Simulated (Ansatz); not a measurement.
# Si4Cl: what a guessed cell relaxes into, part 2 of 2

Where does this trial cell of Si4Cl go when cell and atoms are let free?

Ansatz 0.2.0; DFT PBE, scalar-relativistic, plane waves, PAW. The steps go on from the part before.

**4. Another rough relaxation**

The end of the coarse run is made exact in the group found at a tolerance of 0.06 Å and reduced to its primitive cell.

Input file input.yaml:

```yaml
crystal:
  lattice:
    - [3.4645666088, 0.0, 0.0]
    - [0.0, 3.4645666088, 0.0]
    - [0.0, 0.0, 9.6686568633]
  atoms:
    - { symbol: Si, position: [0.5, 0.5, 0.5] }
    - { symbol: Si, position: [0.5, 0.5, 0.0] }
    - { symbol: Si, position: [0.5, 0.5, 0.7317517747] }
    - { symbol: Si, position: [0.5, 0.5, 0.2682482253] }
    - { symbol: Cl, position: [0.0, 0.0, 0.0] }
basis:
  ecutwfc: 420
kpoints:
  mp_grid: { grid: [6, 6, 2] }
hamiltonian:
  xc: pbe
scf:
  occupations: { method: gaussian, width: 0.1 }
  lower_state_search: "off"
output:
  forces: true
  stress: true
  eigenvalues: true
relax:
  adjacent_minimum: "off"
  f_tol: 0.04
  max_steps: 70
  cell: { stress_tol: 0.4 }
```

Launch:

```sh
$ ansatz run input.yaml --threads 1 --pin off --max-ram 2560MiB --backend cpu --events-out ev --progress --plain --runs-dir out
```

The log of the run, shortened:

```text
[...]
relax step  10: F+E_penalty+E_count = -3617.92984433 eV  Δ(F+E_penalty+E_count) = +1.815e-4 eV  max|allowed force component| = 8.399e-3 eV/Å  Δτ_max = 0.0000 Å  P = +0.018 GPa  Ω = 108.261 Å³  stress off target by 2.27e-1 GPa  SCF on the basis re-selected at this cell (its energy is not [...]
SCF converged after 4 iterations
Free energy (F): -3617.929844 eV
[...]
E sigma→0 (E₀):  -3617.926290 eV
[...]
    - [3.277693767115707, 5.1297871181481285e-34, 0.0]
    - [5.1297871181481285e-34, 3.2776937671157076, 0.0]
    - [0.0, 0.0, 10.07711666990761]
  atoms:
    - { symbol: Si, position: [0.5, 0.5, 0.5000000000000001] }
    - { symbol: Si, position: [0.5, 0.5, -1.4353377107105074e-19] }
    - { symbol: Si, position: [0.5, 0.5, 0.7426072663671158] }
    - { symbol: Si, position: [0.5, 0.5, 0.2573927336328844] }
    - { symbol: Cl, position: [-1.0071497606996386e-35, -1.3856621825553575e-36, -1.4353377107105074e-19] }
```

Run time: 16 s. Hardware: 1 thread of Intel Xeon 6975P-C (Granite Rapids), shared host; peak memory 0.41 GiB.

**5. Final relaxation**

The end of the coarse run is made exact in the group found at a tolerance of 0.06 Å and reduced to its primitive cell.

Input file input.yaml:

```yaml
crystal:
  lattice:
    - [3.2776937671, 0.0, 0.0]
    - [0.0, 3.2776937671, 0.0]
    - [0.0, 0.0, 10.0771166699]
  atoms:
    - { symbol: Si, position: [0.5, 0.5, 0.5] }
    - { symbol: Si, position: [0.5, 0.5, 0.0] }
    - { symbol: Si, position: [0.5, 0.5, 0.7426072664] }
    - { symbol: Si, position: [0.5, 0.5, 0.2573927336] }
    - { symbol: Cl, position: [0.0, 0.0, 0.0] }
basis:
  ecutwfc: 420
kpoints:
  mp_grid: { grid: [12, 12, 4] }
hamiltonian:
  xc: pbe
scf:
  occupations: { method: gaussian, width: 0.1 }
output:
  forces: true
  stress: true
  eigenvalues: true
  write_density: true
  write_potential: true
  elf: true
  volumetric_format: npy
relax:
  adjacent_minimum: "off"
  f_tol: 0.01
  max_steps: 80
  cell: { stress_tol: 0.05 }
```

Launch:

```sh
$ ansatz run input.yaml --threads 1 --pin off --max-ram 2560MiB --backend cpu --events-out ev --progress --plain --runs-dir out
```

The log of the run:

```text
Warning: RAYON_NUM_THREADS=1 ignored (pool sized by the plan → 1); use --threads N
Engine: ansatz 0.2.0, x86_64-unknown-linux-gnu
Pseudopotentials: kind: paw
Pseudopotential: Si, paw, valence charge 4, recommended cutoff 420 eV (normal), Si.paw.azcp
Pseudopotential: Cl, paw, valence charge 7, recommended cutoff 420 eV (normal), Cl.paw.azcp
Functional definition: PBE
  parameter kappa = 0.804
  parameter beta = 0.06672455060314922
  exchange = pbe_x(kappa = kappa, mu = beta*pi^2/3)
  correlation = pbe_c(beta = beta)
Crystal: 5 atoms, lattice volume = 108.261 Å³
Basis set: ecut = 420 eV, 2145 PW (Γ), exchange–correlation on 48×48×144 points (8 copies of the dense FFT grid, shifted against one another)
Bands: 17, of which v1, the nominal top of the filled ones, is band 12 counted from 1 (11 counted from 0)
Symmetry: 16 space group operations
Space group: P4/mmm (ITA 123), of the structure as read, at distance tolerance 4.8e-5 Å
k-points: 84 of 576
Non-local potential: Si, projectors of the file, l = 0: 2, l = 1: 2, l = 2: 2
Non-local potential: Cl, projectors of the file, l = 0: 2, l = 1: 2, l = 2: 2
PAW form: soft (Blöchl's): semilocal exchange-correlation on the pseudo side does not see the compensation charge
PAW one-centre angular grid: Si, 110 points (default); XC on 64 Gauss nodes
PAW one-centre angular grid: Cl, 110 points (default); XC on 64 Gauss nodes
Initial density: superposition of atomic densities (neutral atoms: chi_scale 0, normalization atom), corrected by the library's trained network
Initial wavefunctions: pseudopotential atomic-orbital guess
Functional: x = pbe(κ = 0.804, μ = 0.2195149727645171), c = pbe(β = 0.06672455060314922)
SCF iter   1: F=—  HF=-3617.912282 eV  |F-HF|=—  |Δ(HF+E_count)|=         —  Δρ=4.26e-3  dr2=9.58e-2  ethr=1.77e-3  ⟨swp⟩=6.7  Hψ=9111  notcnv=0
preconditioner: auto → Kerker (q_TF=auto, 2.107 Å⁻¹)  [metal: Δε(μ)=0.005 eV  Ē_g=7.285 eV  σ=0.100 eV  W_gap=0.03  n_scr=18 (ndim 8)  ℏωp=16.4 eV  f_vac=0.000  D(μ)=2.31/eV (n_scr^D=10)]
SCF iter   2: F=—  HF=-3617.903515 eV  |F-HF|=—  |Δ(HF+E_count)|=   8.77e-3  Δρ=2.37e-3  dr2=3.07e-2  ethr=4.17e-4  ⟨swp⟩=1.0  Hψ=2102  notcnv=0  defer=1
SCF iter   3: F=—  HF=-3617.899946 eV  |F-HF|=—  |Δ(HF+E_count)|=   3.57e-3  Δρ=4.67e-4  dr2=5.88e-4  ethr=1.33e-4  ⟨swp⟩=1.0  Hψ=1374  notcnv=0  defer=1
SCF iter   4: F=—  HF=-3617.899896 eV  |F-HF|=—  |Δ(HF+E_count)|=   5.01e-5  Δρ=1.96e-4  dr2=2.30e-4  ethr=2.56e-6  ⟨swp⟩=2.4  Hψ=2220  notcnv=0  defer=1
SCF iter   5: F=—  HF=-3617.899891 eV  |F-HF|=—  |Δ(HF+E_count)|=   5.20e-6  Δρ=7.24e-5  dr2=2.05e-5  ethr=9.98e-7  ⟨swp⟩=1.2  Hψ=1465  notcnv=0  defer=1
SCF iter   6: F=—  HF=-3617.899936 eV  |F-HF|=—  |Δ(HF+E_count)|=   4.55e-5  Δρ=2.32e-5  dr2=7.91e-7  ethr=8.91e-8  ⟨swp⟩=2.7  Hψ=2216  notcnv=0  defer=1
SCF iter   7: F=-3617.899937 eV  HF=-3617.899937 eV  |F-HF|=4.55e-9  |Δ(HF+E_count)|=   2.25e-7  Δρ=5.47e-6  dr2=7.98e-8  ethr=4.35e-10  ⟨swp⟩=12.5  Hψ=11471  notcnv=0
SCF 1 converged in 7 iterations: F = -3617.899937 eV  dr2 = 7.98e-8
relax step   1: F+E_penalty+E_count = -3617.89993659 eV  Δ(F+E_penalty+E_count) = +0.000e0 eV  max|allowed force component| = 3.435e-1 eV/Å  Δτ_max = 0.0000 Å  P = -0.182 GPa  Ω = 108.261 Å³  (7 SCF iters, dr2 threshold 1.00e-7 eV, accepted)
Crystal: 5 atoms, lattice volume = 108.265 Å³
Basis set: ecut = 420 eV, 2161 PW (Γ), exchange–correlation on 48×48×144 points (8 copies of the dense FFT grid, shifted against one another)
Initial density: handed on by an earlier stage of this run
Initial wavefunctions: those handed on with the density
iter 1 solved again at ethr=1.05e-4 eV; its pass at ethr=3.10e-3 eV (dr2=2.41e-2 eV) is discarded
SCF iter   1: F=—  HF=-3617.961429 eV  |F-HF|=—  |Δ(HF+E_count)|=         —  Δρ=2.32e-3  dr2=2.45e-2  ethr=1.05e-4  ⟨swp⟩=1.0  Hψ=9959  notcnv=0
preconditioner: auto → Kerker (q_TF=auto, 2.107 Å⁻¹)  [metal: Δε(μ)=0.010 eV  Ē_g=7.269 eV  σ=0.100 eV  W_gap=0.06  n_scr=18 (ndim 8)  ℏωp=16.4 eV  f_vac=0.000  D(μ)=2.51/eV (n_scr^D=18)]
SCF iter   2: F=—  HF=-3617.958663 eV  |F-HF|=—  |Δ(HF+E_count)|=   2.77e-3  Δρ=1.28e-3  dr2=5.54e-3  ethr=1.05e-4  ⟨swp⟩=1.0  Hψ=1428  notcnv=0
SCF iter   3: F=—  HF=-3617.957649 eV  |F-HF|=—  |Δ(HF+E_count)|=   1.01e-3  Δρ=2.47e-4  dr2=1.47e-4  ethr=2.41e-5  ⟨swp⟩=1.7  Hψ=1785  notcnv=0
SCF iter   4: F=—  HF=-3617.957671 eV  |F-HF|=—  |Δ(HF+E_count)|=   2.17e-5  Δρ=8.05e-5  dr2=1.07e-5  ethr=6.37e-7  ⟨swp⟩=2.5  Hψ=2241  notcnv=0
SCF iter   5: F=—  HF=-3617.957672 eV  |F-HF|=—  |Δ(HF+E_count)|=   1.54e-6  Δρ=2.52e-5  dr2=1.08e-6  ethr=4.64e-8  ⟨swp⟩=2.4  Hψ=2371  notcnv=0
SCF iter   6: F=-3617.957672 eV  HF=-3617.957672 eV  |F-HF|=6.01e-8  |Δ(HF+E_count)|=   2.04e-7  Δρ=5.52e-6  dr2=1.14e-7  ethr=2.17e-9  ⟨swp⟩=10.9  Hψ=11097  notcnv=0
SCF 2 converged in 6 iterations: F = -3617.957672 eV  dr2 = 1.14e-7
relax step   2: F+E_penalty+E_count = -3617.95767239 eV  Δ(F+E_penalty+E_count) = -5.774e-2 eV  max|allowed force component| = 2.786e-1 eV/Å  Δτ_max = 0.0192 Å  P = +0.322 GPa  Ω = 108.265 Å³  energy of the carried Pulay correction = -3.602e-7 eV  (6 SCF iters, dr2 threshold 5.00e-7 eV, accepted)
Crystal: 5 atoms, lattice volume = 113.861 Å³
Basis set: ecut = 420 eV, 2221 PW (Γ), exchange–correlation on 48×48×144 points (8 copies of the dense FFT grid, shifted against one another)
iter 1 solved again at ethr=5.06e-4 eV; its pass at ethr=3.10e-3 eV (dr2=1.16e-1 eV) is discarded
SCF iter   1: F=—  HF=-3618.007706 eV  |F-HF|=—  |Δ(HF+E_count)|=         —  Δρ=7.86e-3  dr2=1.29e-1  ethr=5.06e-4  ⟨swp⟩=1.0  Hψ=10490  notcnv=0
eigensolver tolerance schedule calibrated: the retry pair's looser diagonalisation under-reported the residual by θ = 0.10 (0.13/decade); ethr = c·dr2/N_el runs at the constant in force after the calibration composes with the one it found (an armed cap, an earlier calibration), c = 6.1e-2
preconditioner: auto → Kerker (q_TF=auto, 2.090 Å⁻¹)  [metal: Δε(μ)=0.042 eV  Ē_g=7.096 eV  σ=0.100 eV  W_gap=0.22  n_scr=18 (ndim 8)  ℏωp=15.9 eV  f_vac=0.000  D(μ)=2.00/eV (n_scr^D=4)]
SCF iter   2: F=—  HF=-3617.983854 eV  |F-HF|=—  |Δ(HF+E_count)|=   2.39e-2  Δρ=4.35e-3  dr2=3.08e-2  ethr=3.44e-4  ⟨swp⟩=1.8  Hψ=1889  notcnv=0
SCF iter   3: F=—  HF=-3617.976654 eV  |F-HF|=—  |Δ(HF+E_count)|=   7.20e-3  Δρ=8.62e-4  dr2=1.94e-3  ethr=8.17e-5  ⟨swp⟩=2.2  Hψ=2254  notcnv=0
SCF iter   4: F=—  HF=-3617.976580 eV  |F-HF|=—  |Δ(HF+E_count)|=   7.42e-5  Δρ=1.96e-4  dr2=8.39e-5  ethr=5.16e-6  ⟨swp⟩=2.7  Hψ=2330  notcnv=0
SCF iter   5: F=—  HF=-3617.976672 eV  |F-HF|=—  |Δ(HF+E_count)|=   9.27e-5  Δρ=4.39e-5  dr2=5.08e-6  ethr=2.23e-7  ⟨swp⟩=2.7  Hψ=2433  notcnv=0
SCF iter   6: F=-3617.976674 eV  HF=-3617.976674 eV  |F-HF|=2.22e-7  |Δ(HF+E_count)|=   1.33e-6  Δρ=1.38e-5  dr2=4.14e-7  ethr=1.33e-9  ⟨swp⟩=11.4  Hψ=11795  notcnv=0
the search or the solves at the SCF's close seem to have found levels that the self-consistency loop had missed (the run counts 1). By its estimate they hold under 1e-12 electrons; where the run keeps them, the occupations were computed again with them
SCF 3 converged in 6 iterations: F = -3617.976674 eV  dr2 = 4.14e-7
relax step   3: F+E_penalty+E_count = -3617.97667394 eV  Δ(F+E_penalty+E_count) = -1.900e-2 eV  max|allowed force component| = 5.259e-1 eV/Å  Δτ_max = 0.1037 Å  P = +0.330 GPa  Ω = 113.861 Å³  energy of the carried Pulay correction = -4.796e-4 eV  (6 SCF iters, dr2 threshold 5.00e-7 eV, accepted)
[... 11 lines left out ...]
relax step   4: F+E_penalty+E_count = -3618.00881141 eV  Δ(F+E_penalty+E_count) = -3.214e-2 eV  max|allowed force component| = 1.829e-1 eV/Å  Δτ_max = 0.0764 Å  P = -0.308 GPa  Ω = 112.431 Å³  energy of the carried Pulay correction = -3.595e-4 eV  (7 SCF iters, dr2 threshold 5.00e-7 eV, accepted)
[... 11 lines left out ...]
relax step   5: F+E_penalty+E_count = -3618.01300800 eV  Δ(F+E_penalty+E_count) = -4.197e-3 eV  max|allowed force component| = 1.942e-2 eV/Å  Δτ_max = 0.0234 Å  P = +0.034 GPa  Ω = 112.075 Å³  energy of the carried Pulay correction = -3.293e-4 eV  (6 SCF iters, dr2 threshold 5.00e-7 eV, accepted)
[... 9 lines left out ...]
relax step   6: F+E_penalty+E_count = -3618.01304890 eV  Δ(F+E_penalty+E_count) = -4.090e-5 eV  max|allowed force component| = 1.406e-3 eV/Å  Δτ_max = 0.0021 Å  P = -0.011 GPa  Ω = 112.121 Å³  energy of the carried Pulay correction = -3.332e-4 eV  (5 SCF iters, dr2 threshold 2.36e-8 eV, accepted)
Initial wavefunctions: pseudopotential atomic-orbital guess (no wavefunctions were taken with the density)
iter 1 solved again at ethr=1.16e-6 eV; its pass at ethr=3.10e-3 eV (dr2=2.68e-4 eV) is discarded
SCF iter   1: F=—  HF=-3618.013698 eV  |F-HF|=—  |Δ(HF+E_count)|=         —  Δρ=3.81e-5  dr2=1.51e-7  ethr=1.16e-6  ⟨swp⟩=2.9  Hψ=12774  notcnv=0
eigensolver tolerance schedule: the retry pair's looser diagonalisation over-reported the residual by 1768.98 of it (diagonalisation noise at 1.98 of the residual, at the tolerance the schedule requests for it); recorded, not acted on — ethr = c·dr2/N_el stays at c = 1.0e-1
preconditioner: auto → Kerker (q_TF=auto, 2.095 Å⁻¹)  [metal: Δε(μ)=0.003 eV  Ē_g=7.111 eV  σ=0.100 eV  W_gap=0.02  n_scr=18 (ndim 8)  ℏωp=16.1 eV  f_vac=0.000  D(μ)=1.70/eV (n_scr^D=4)]
SCF iter   2: F=—  HF=-3618.013736 eV  |F-HF|=—  |Δ(HF+E_count)|=   3.76e-5  Δρ=2.01e-5  dr2=4.26e-8  ethr=6.58e-10  ⟨swp⟩=2.5  Hψ=2506  notcnv=0
SCF iter   3: F=—  HF=-3618.013737 eV  |F-HF|=—  |Δ(HF+E_count)|=   1.30e-6  Δρ=9.85e-7  dr2=1.09e-9  ethr=1.85e-10  ⟨swp⟩=2.0  Hψ=2410  notcnv=0
SCF iter   4: F=—  HF=-3618.013737 eV  |F-HF|=—  |Δ(HF+E_count)|=   1.14e-9  Δρ=3.63e-7  dr2=3.53e-10  ethr=4.75e-12  ⟨swp⟩=2.6  Hψ=2155  notcnv=0
SCF iter   5: F=-3618.013737 eV  HF=-3618.013737 eV  |F-HF|=1.00e-11  |Δ(HF+E_count)|=  1.53e-10  Δρ=1.03e-7  dr2=3.26e-11  ethr=1.00e-12  ⟨swp⟩=4.8  Hψ=7516  notcnv=0
SCF 7 converged in 5 iterations: F = -3618.013737 eV  dr2 = 3.26e-11
relax step   7: F+E_penalty+E_count = -3618.01373737 eV  Δ(F+E_penalty+E_count) = -6.885e-4 eV  max|allowed force component| = 1.355e-3 eV/Å  Δτ_max = 0.0000 Å  P = -0.001 GPa  Ω = 112.121 Å³  stress off target by 2.52e-2 GPa  SCF on the basis re-selected at this cell (its energy is not comparable with the rows above)  (5 SCF iters)
basis re-selected at this cell: Δ(F+E_penalty+E_count) = -6.885e-4 eV, ΔP = +0.010 GPa vs the last step (what re-selecting the basis moved, of the pressure what is left beyond the Pulay correction that the steps carried, after the strain that the cell walked since its last selection, with what the two solves' SCF thresholds leave and, on support functions, any second-order correction that the steps lacked; it is no measure of the basis error at this ecutwfc). This SCF's stress stands 2.52e-2 GPa from its target on what of the cell is left free (relax.cell.stress_tol is 5.00e-2 GPa) and its largest allowed force component is 1.36e-3 eV/Å (relax.f_tol is 1.00e-2 eV/Å): within both
SCF converged after 5 iterations
Free energy (F): -3618.013737 eV
Harris-Foulkes:  -3618.013737 eV  (|F-HF|=1.00e-11)
Internal energy: -3618.005219 eV  (E = F + TS)
E sigma→0 (E₀):  -3618.009478 eV
Entropy (-TS):   -0.008519 eV (-1.704 meV/atom)
Fermi energy:    5.565407 eV
--- Per-component energies (eV) ---
  E_band       = -17.871002
  E_kinetic    = 312.242915
  E_local      = -623.955481  (includes V_loc(G=0)·N_el)
  E_nonlocal   = 132.642269
  E_hartree    = 233.913183
  E_xc         = -323.706818
  E_vxc        = -303.150448  (∫ρ·V_xc dr)
  E_paw        = -2706.963634  (= ΣΔE_a)
  E_vpaw       = -3.476629  (= ΣTr[D̂ρ^β])
  E_aug_tail   = 0.000118  (compensation charges beyond the density's cutoff)
  E_ewald      = -642.177771
  E_smearing   = -0.008519  (= −TS)
  E_closure    = 0.000000  (closes the sum)
  Σ components = -3618.013737   (vs F -3618.013737, Δ=0.00e0)
--- Forces (eV/Å), atoms counted from 1 ---
  atom   1  Si     0.00000000     0.00000000     0.00000000
  atom   2  Si     0.00000000     0.00000000     0.00000000
  atom   3  Si     0.00000000     0.00000000    -0.00135517
  atom   4  Si     0.00000000     0.00000000     0.00135517
  atom   5  Cl     0.00000000     0.00000000     0.00000000
  max |Σ_I F_I| component: 2.17e-18 eV/Å
--- Stress (GPa, compression-positive) ---
        0.010793      -0.000000      -0.000000
       -0.000000       0.010793      -0.000000
       -0.000000      -0.000000      -0.025172
  P = ⅓ Tr σ = -0.0012 GPa (-0.012 kbar)
--- Band table (eV; the first three rows and the last of 84) ---
  k-point 0: bands = ["-13.6658", "-4.5262", "-3.6974", "-1.7358", "-1.2648", "-1.2648", "-0.8696", "1.4011", "3.1648", "7.3428", "7.3788", "7.3788", "7.6995", "7.8776", "8.3722", "8.3722", "10.1269"]
  k-point 1: bands = ["-13.6658", "-4.5930", "-3.4970", "-2.0804", "-1.2648", "-1.2648", "-0.6405", "1.3199", "3.4765", "6.3272", "7.3432", "7.3432", "7.3438", "8.4746", "8.4746", "9.2800", "10.0741"]
  k-point 2: bands = ["-13.6657", "-4.6459", "-3.2377", "-2.4302", "-1.2648", "-1.2648", "-0.4770", "1.2454", "3.9128", "5.5262", "7.3115", "7.3115", "7.3448", "8.5827", "8.5827", "10.0010", "10.0068"]
  k-point 83: bands = ["-12.3227", "-3.8459", "-3.8459", "-2.5715", "-2.0779", "0.2799", "0.2888", "1.2333", "3.1111", "3.1111", "4.6343", "4.6343", "5.7634", "5.8556", "5.8556", "6.9900", "8.6823"]
--- Relaxed structure (6 steps of the walk, 6 accepted, 1 SCFs on fresh bases) ---
  F+E_penalty+E_count = -3618.01373737 eV   max|allowed force component| = 1.355e-3 eV/Å   (the final SCF, on the basis selected at the relaxed cell)
  cell:  # Å, volume = 112.1214 Å³
    - [3.3834313275035086, -1.2893156506847393e-33, 0.0]
    - [-1.2893156506847393e-33, 3.3834313275035086, 0.0]
    - [0.0, 0.0, 9.79431006278828]
  atoms:
    - { symbol: Si, position: [0.49999999999999994, 0.49999999999999994, 0.5] }
    - { symbol: Si, position: [0.49999999999999994, 0.49999999999999994, 0.0] }
    - { symbol: Si, position: [0.49999999999999994, 0.49999999999999994, 0.735881697926446] }
    - { symbol: Si, position: [0.49999999999999994, 0.49999999999999994, 0.2641183020735537] }
    - { symbol: Cl, position: [-1.1053978697601578e-34, 1.0489344403662628e-35, 0.0] }
```

It took 38 s on 1 thread of Intel Xeon 6975P-C (Granite Rapids), shared host; peak memory 0.49 GiB.

Relaxation path:

```csv
step,energy from step 1 (eV/cell),largest force component (eV/Å),pressure (GPa),volume (Å³)
1,0.0000,0.3435,-0.18,108.26
2,-0.0577,0.2786,0.32,108.27
3,-0.0767,0.5259,0.33,113.86
4,-0.1089,0.1829,-0.31,112.43
5,-0.1131,0.0194,0.03,112.08
6,-0.1131,0.0014,-0.01,112.12
7,-0.1138,0.0014,0.00,112.12
```

Step 1 is the start. Step 7 repeats the geometry before it on a plane-wave basis chosen anew for that cell, so its energy need not be comparable with the rows above.

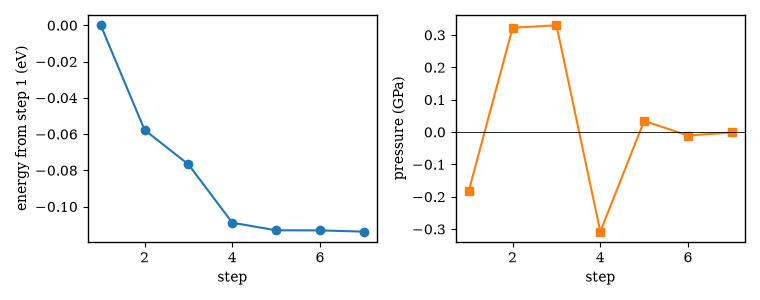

Energy and pressure along the relaxation.

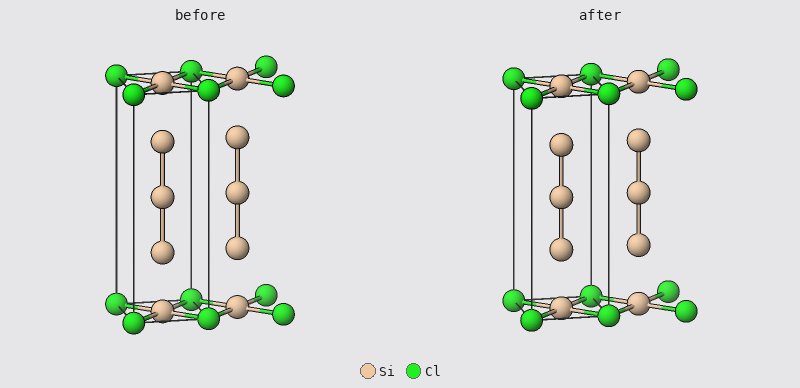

The structure before (left) and after (right) the relaxation, drawn at the same scale.

|  | before | after | change |
| --- | --- | --- | --- |
| a (Å) | 3.278 | 3.383 | +3.2 % |
| b (Å) | 3.278 | 3.383 | +3.2 % |
| c (Å) | 10.077 | 9.794 | -2.8 % |
| volume (Å³/atom) | 21.65 | 22.42 | +3.6 % |
| shortest distance (Å) | 2.318 | 2.310 | -0.3 % |
| space group (0.01 Å) | P4/mmm | P4/mmm | same |

Forces and stress were held to the start's 16 operations: a distortion of lower symmetry was not tested.

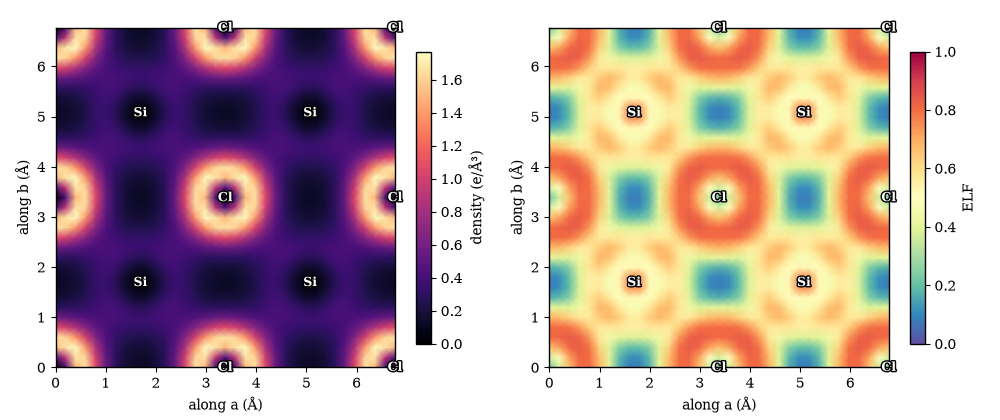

Density (left) and ELF (right) in a lattice plane of the grid's cell (edges 3.38 and 3.38 Å, at 0.000 of the third edge), which holds Si and Cl. Only atoms in the plane are labelled. Both are smooth fields of the valence electrons: close to the nuclei they are not physical.

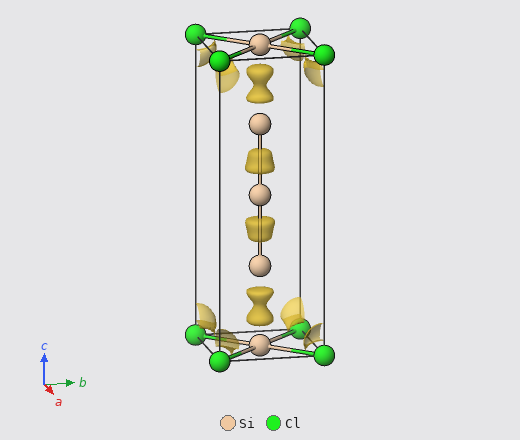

Surface of ELF = 0.84, drawn in one cell.

Outside the cores ELF peaks at 0.91 beside Cl, off the lines to its neighbours, 0.8 Å from Cl; 0.90 on the Si–Si line, 1.0 Å from Si; 0.81 beside Si, off the lines to its neighbours, 0.9 Å from Si.

**6. Outcome**

This closing draws on all 2 parts. Changes of volume or cell count from the first structure of part 1.

```
                                                              quantity                                                                      value
                                symmetry at the end (tolerance 0.05 Å)                                               space group P4/mmm (No. 123)
                                                     conventional cell  a = 3.383 Å, b = 3.383 Å, c = 9.794 Å, α = 90.00°, β = 90.00°, γ = 90.00°
                                                                volume                                                              22.42 Å³/atom
energy over the elements (uncorrected; H, N, O, F and Cl as molecules)                                                              +0.93 eV/atom
                                                       gap on the mesh                                                               none (metal)
```

What this shows: The space group P4/mmm (No. 123) is kept, and the volume per atom grows by 7.1 % from the first guess. With a positive formation energy it can't be a ground state. No finished test with a distortion of lower symmetry is shown, so the end may be a saddle point. Spin polarisation is off in the runs that give these values; a magnetic solution could lie lower. Where forces pass 15 eV/Å atoms stand far too close, the PAW spheres overlap strongly and those numbers are rough.
